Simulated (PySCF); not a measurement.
# CH3BFNO (SMILES NC1(F)BO1) at TPSS/6-31G(d) (spherical functions)

What is the energy change on altering one bond length of CH3BFNO at TPSS/6-31G* (spherical functions)? The job is set up through a Python script.

Program for the calculation: PySCF 2.14.0.

1 further run of the same task is left out (set aside as unsound or not needed).

## 1. The structure to begin with

The species is CH3BFNO (8 atoms), meant as a singlet with charge 0. SMILES: `NC1(F)BO1`. The shape is that of a PBE0-D4/def2-TZVP optimisation. This is one conformer, not always the lowest.

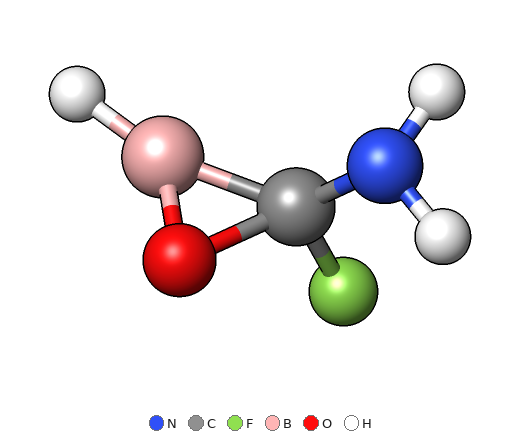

The structure, seen from a chosen angle (nitrogen blue, carbon grey, fluorine green, boron pink, oxygen red, hydrogen white).

## 2. The energy at TPSS/6-31G(d) (spherical functions)

The input, calc.py:

```python
# NC1(F)BO1
from pyscf import gto, dft

system = gto.M(
    atom=[
    ('N', (-0.431000, 1.148400, 0.184600)),
    ('C', (0.054100, -0.061200, -0.289600)),
    ('F', (0.122100, -0.132700, -1.658300)),
    ('B', (0.337600, -1.307200, 0.515100)),
    ('O', (1.346900, -0.473000, 0.255300)),
    ('H', (-1.439500, 1.170100, 0.211400)),
    ('H', (-0.075300, 1.941600, -0.336200)),
    ('H', (0.177200, -2.343100, 1.061900)),
],
    max_memory=1860,
    charge=0,
    basis='6-31g*',
    verbose=3,
)

mf = dft.RKS(system)
mf.xc = 'tpss'
mf.conv_tol = 1e-10
mf.grids.level = 5
mf.kernel()
if not mf.converged:
    mf = mf.newton().run(mf.mo_coeff, mf.mo_occ)

e_tot = mf.e_tot
print('E(%s) = %.9f' % ('TPSS', e_tot))
```

On the command line:

```
$ OMP_NUM_THREADS=1 python calc.py
```

Log:

```text
converged SCF energy = -294.590696018758
E(TPSS) = -294.590696019
```

It took 30 s on 1 thread of Intel Xeon at 2.70GHz, shared host; peak memory 0.42 GiB.

## 3. The distorted shape, same level

The input, job.py:

```python
from pyscf import gto, dft

mol = gto.M(
    atom='''
N       -0.503778       1.329872       0.255742
C        0.054100      -0.061200      -0.289600
F        0.122100      -0.132700      -1.658300
B        0.337600      -1.307200       0.515100
O        1.346900      -0.473000       0.255300
H       -1.512278       1.351572       0.282542
H       -0.148078       2.123072      -0.265058
H        0.177200      -2.343100       1.061900
''',
    basis='6-31g*',
    max_memory=1860,
    verbose=4,
)

ks = dft.RKS(mol)
ks.xc = 'tpss'
ks.conv_tol = 1e-10
ks.grids.level = 5
ks.kernel()
if not ks.converged:
    ks = ks.newton().run(ks.mo_coeff, ks.mo_occ)

e_tot = ks.e_tot
print('E = %.10f Eh' % e_tot)
```

On the command line:

```
$ OMP_NUM_THREADS=1 python job.py
```

Log:

```text
PySCF version 2.14.0

[... 79 lines left out ...]
converged SCF energy = -294.573841790035
E = -294.5738417900 Eh
```

Wall time 20 s (1 thread of Intel Xeon at 2.70GHz, shared host); peak memory 0.4 GiB.

## 4. Summary of results

At TPSS/6-31G* (spherical functions):

| quantity | value |
| --- | --- |
| first shape: total energy | -294.59070 Eh |
| first shape: dipole moment | 1.89 D |
| first shape: HOMO energy | -6.24 eV |
| first shape: LUMO energy | -1.07 eV |
| first shape: HOMO–LUMO gap | 5.17 eV |
| distorted shape: total energy | -294.57384 Eh |
| distorted shape: dipole moment | 1.55 D |
| distorted shape: HOMO energy | -5.92 eV |
| distorted shape: LUMO energy | -1.28 eV |
| distorted shape: HOMO–LUMO gap | 4.64 eV |
| energy change with the N1–C2 bond stretched from 1.387 to 1.595 Å | 0.459 eV |

With the N1–C2 bond stretched from 1.387 to 1.595 Å the energy rises by 0.46 eV (44.3 kJ/mol). The first shape isn't relaxed at this level, so the change isn't measured from a minimum. Mulliken charges (distorted shape) run from -0.78 on N1 to +0.47 on C2.
